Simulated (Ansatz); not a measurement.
**CH₅AlO (built from SMILES C[O][AlH2]): a reaction path by the nudged elastic band**

What path joins these two structures, and how high does it climb? Both ends were relaxed at PBE0-D4 in triple zeta.

Program: Ansatz 0.2.0, Gaussian basis. Level of theory: PBE0-D4/def2-SVP. These are calculated values, not measurements.

16 further runs of the same task are left out: 16 set aside as unsound or not needed.

### 1 The starting structure

The first end: 8 atoms, charge 0, spin multiplicity 1.

Atoms are counted from 1 here; the program's logs count them from 0.

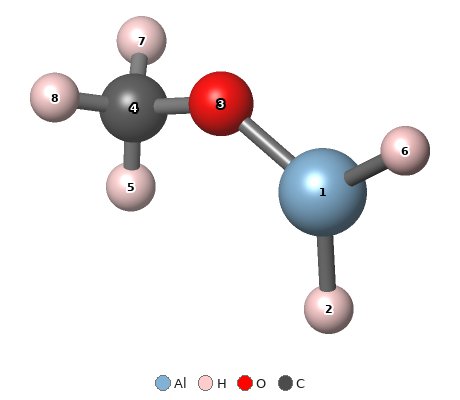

The starting geometry (aluminium light blue, hydrogen pink, oxygen red, carbon dark grey); atoms are numbered from 1 in the order of the file.

Geometry (Å):

```mol
CH5AlO
  3D, bonds by distance, orders not assigned

  8  7  0  0  0  0  0  0  0  0999 V2000
   -0.9921   -1.1479    0.4467 Al  0  0
   -0.9287   -1.9724   -0.9059 H   0  0
   -0.0848    0.2674    0.5762 O   0  0
    0.7805    0.9501   -0.2822 C   0  0
    0.8876    0.4539   -1.2556 H   0  0
   -1.8486   -1.5456    1.7095 H   0  0
    1.7748    1.0285    0.1697 H   0  0
    0.4115    1.9660   -0.4583 H   0  0
  1  2  8  0
  1  3  8  0
  1  6  8  0
  3  4  8  0
  4  5  8  0
  4  7  8  0
  4  8  8  0
M  END
```

The second end:

```tsv
atom	x (Å)	y (Å)	z (Å)
Al1	-0.2037	-1.5171	1.9477
H2	0.2106	-1.5920	-1.3459
O3	-0.1233	-0.1418	0.9921
C4	-0.0628	1.0371	0.2618
H5	0.3164	-1.8865	-2.0244
H6	-1.0068	1.5877	0.3323
H7	0.1306	0.8281	-0.7961
H8	0.7390	1.6844	0.6325
```

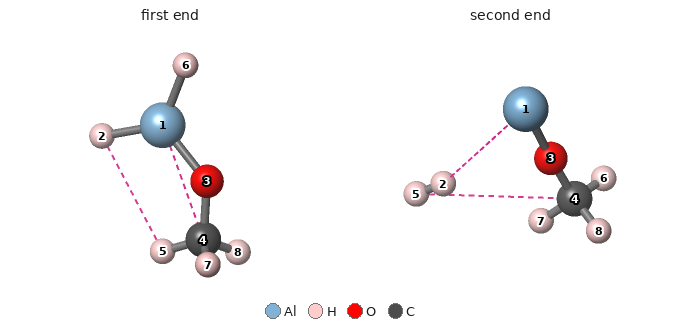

The two ends; dashed lines mark the contacts followed along the path.

### 2 The band at PBE0-D4/def2-SVP

neb/in.yaml

```yaml
crystal:
  periodic: [false, false, false]
  atoms:
    - {symbol: Al, position_ang: [-0.992094, -1.147883, 0.446710]}
    - {symbol: H, position_ang: [-0.928745, -1.972422, -0.905926]}
    - {symbol: O, position_ang: [-0.084847, 0.267394, 0.576164]}
    - {symbol: C, position_ang: [0.780458, 0.950113, -0.282236]}
    - {symbol: H, position_ang: [0.887587, 0.453903, -1.255599]}
    - {symbol: H, position_ang: [-1.848598, -1.545618, 1.709471]}
    - {symbol: H, position_ang: [1.774788, 1.028506, 0.169695]}
    - {symbol: H, position_ang: [0.411452, 1.966008, -0.458280]}
basis:
  gaussian: {orbitals: def2-SVP}
hamiltonian: {xc: pbe0, dispersion: d4}
neb:
  images: 5
  climbing: true
  max_iterations: 40
  initial_path: idpp
  final_atoms:
    - {symbol: Al, position_ang: [-0.203714, -1.517091, 1.947742]}
    - {symbol: H, position_ang: [0.210567, -1.591989, -1.345933]}
    - {symbol: O, position_ang: [-0.123279, -0.141757, 0.992078]}
    - {symbol: C, position_ang: [-0.062802, 1.037108, 0.261796]}
    - {symbol: H, position_ang: [0.316441, -1.886529, -2.024356]}
    - {symbol: H, position_ang: [-1.006811, 1.587747, 0.332293]}
    - {symbol: H, position_ang: [0.130593, 0.828113, -0.796130]}
    - {symbol: H, position_ang: [0.739004, 1.684397, 0.632511]}
```

The run is started by

```
$ ansatz run in.yaml --threads 2 --pin off --events-out ev --progress --plain --max-ram 4352MiB
```

What it wrote, cut to the lines that bear on the results:

```text
Functional definition: PBE0
  name "PBE0"
  cite "Adamo & Barone, J. Chem. Phys. 110, 6158 (1999) doi:10.1063/1.478522"
  cite "Perdew, Burke & Ernzerhof, Phys. Rev. Lett. 77, 3865 (1996) doi:10.1103/PhysRevLett.77.3865"
  parent pbe
[...]
746 factors; integrals over basis functions are off by at most 3.4e-4 eV
[...]
mean field -9751.73793360 eV, -358.3697590945 hartree, gradient 8.5e-5 eV, S^2 0.000000; 0 other end points of the search recorded, 0 dependent functions left out
[...]
reference -9751.73796236 eV, -358.3697601512 hartree; 16, 16 occupied and 55, 55 virtual orbitals, 746 factors
[... from here to the last solve, the lines of the solves are left out (274 solves) ...]
WARN: NEB end point (image 0): max|allowed force component| = 3.773e-1 eV/Å (the criterion of neb.relax_end_points is 1.000e-2). That is over neb.f_tol: it is no minimum, so the barrier can be far off. Relax it first
WARN: NEB end point (image 6): max|allowed force component| = 5.536e-1 eV/Å (the criterion of neb.relax_end_points is 1.000e-2). That is over neb.f_tol: it is no minimum, so the barrier can be far off. Relax it first
NEB iter   1: max|band force component| = 4.312e0 eV/Å  barrier→ = 10.7906 eV  barrier← = 10.0527 eV  Δτ_max = 0.2000 Å  (181 SCF iters)
[...]
NEB iter   9: max|band force component| = 1.263e0 eV/Å  barrier→ = 3.5836 eV  barrier← = 2.8458 eV  Δτ_max = 0.2000 Å  (126 SCF iters)
[...]
NEB iter  17: max|band force component| = 6.018e-1 eV/Å  barrier→ = 3.3926 eV  barrier← = 2.6547 eV  Δτ_max = 0.1776 Å  (125 SCF iters)
[...]
NEB iter  25: max|band force component| = 6.773e-1 eV/Å  barrier→ = 3.2910 eV  barrier← = 2.5531 eV  CI = image 3  Δτ_max = 0.2000 Å  (122 SCF iters)
[...]
NEB iter  32: max|band force component| = 1.193e-1 eV/Å  barrier→ = 3.2249 eV  barrier← = 2.4871 eV  CI = image 3  Δτ_max = 0.0117 Å  (116 SCF iters)
[...]
NEB iter  33: max|band force component| = 3.431e-2 eV/Å  barrier→ = 3.2248 eV  barrier← = 2.4870 eV  CI = image 3  CI's point: of a kind that is not told: the force calls were inconclusive, a negative curvature could not be distinguished from the path's own, the only one lies far off the [...]
Total energy: -9748.60084510 eV, -358.2544732184 hartree
Atom 0 at    -0.443155    -1.391047     0.504585 Å, force    -0.009868     0.026098    -0.000518 eV/Å
Atom 1 at     0.234923    -1.221537    -1.220836 Å, force     0.012780    -0.027079     0.002658 eV/Å
Atom 2 at     0.812663    -0.116469     1.102071 Å, force     0.022194    -0.033023     0.024659 eV/Å
Atom 3 at     0.423272     0.856226     0.360675 Å, force    -0.020816     0.019928    -0.038256 eV/Å
Atom 4 at     0.026956    -0.410593    -1.198500 Å, force    -0.020336     0.027267     0.001726 eV/Å
Atom 5 at    -1.718957    -0.428899     0.243258 Å, force     0.007639    -0.012638    -0.001708 eV/Å
Atom 6 at     1.075645     1.207526    -0.457591 Å, force     0.003831     0.005334     0.014067 eV/Å
Atom 7 at    -0.411347     1.504793     0.666337 Å, force     0.004575    -0.005888    -0.002627 eV/Å
Dipole moment:     0.044944     0.209834    -0.206995 e Å
```

It took 3.7 min on 2 threads of Intel Xeon 6975P-C, shared host.

The last band:

```tsv
image	path (Å)	energy (kJ/mol)	H2–H5 (Å)	Al1–C4 (Å)	Al1–H2 (Å)	C4–H5 (Å)
0	0.00	0.0	3.05	2.84	1.59	1.10
1	1.37	24.3	2.97	2.69	1.59	1.11
2	2.75	71.2	2.28	2.21	1.58	1.16
3	4.12	311.1	0.84	2.41	1.86	2.05
4	5.63	127.2	0.76	2.55	2.51	2.32
5	7.15	71.2	0.76	3.07	3.22	3.28
6	8.66	71.2	0.75	3.06	3.32	3.73
```

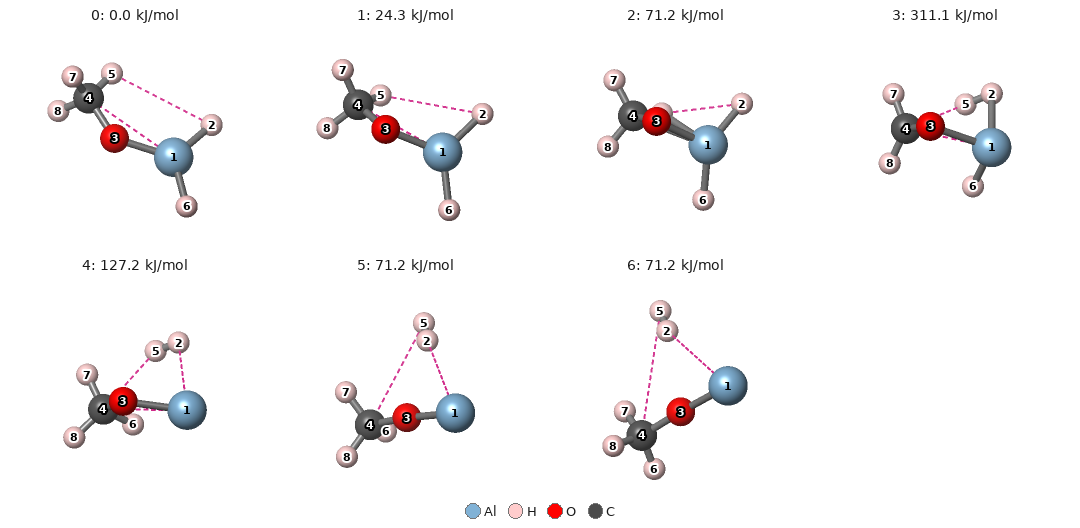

The images of the last band.

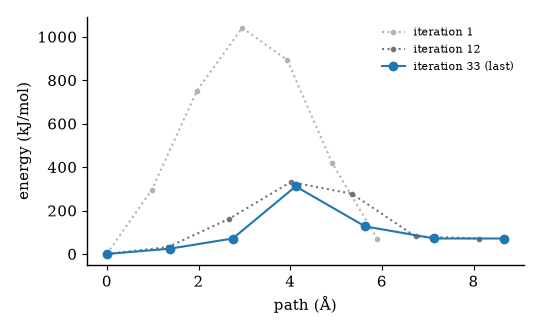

Energy along the path.

The highest image, 3:

```xyz
8
CH5AlO
Al   -0.4432   -1.3910    0.5046
H     0.2349   -1.2215   -1.2208
O     0.8127   -0.1165    1.1021
C     0.4233    0.8562    0.3607
H     0.0270   -0.4106   -1.1985
H    -1.7190   -0.4289    0.2433
H     1.0756    1.2075   -0.4576
H    -0.4113    1.5048    0.6663
```

### 3 What came out

```
                                                                       quantity                                                  value
                                                PBE0-D4/def2-SVP, 33 iterations  highest 311.1 kJ/mol (image 3), last end +71.2 kJ/mol
from earlier runs: barrier over the separately found saddle, CCSD(T)/def2-TZVPP                                           325.3 kJ/mol
```

In words: The highest image lies 311.1 kJ/mol above the first end, and it climbed, so it estimates the saddle. The ends are not quite minima at this level (largest force component 0.55 eV/Å), so the heights are unreliable: relaxing the first end would lower it and raise the barrier above it. The highest image is 14.2 kJ/mol below the CCSD(T) barrier in triple zeta, which comes from separate runs on the saddle.
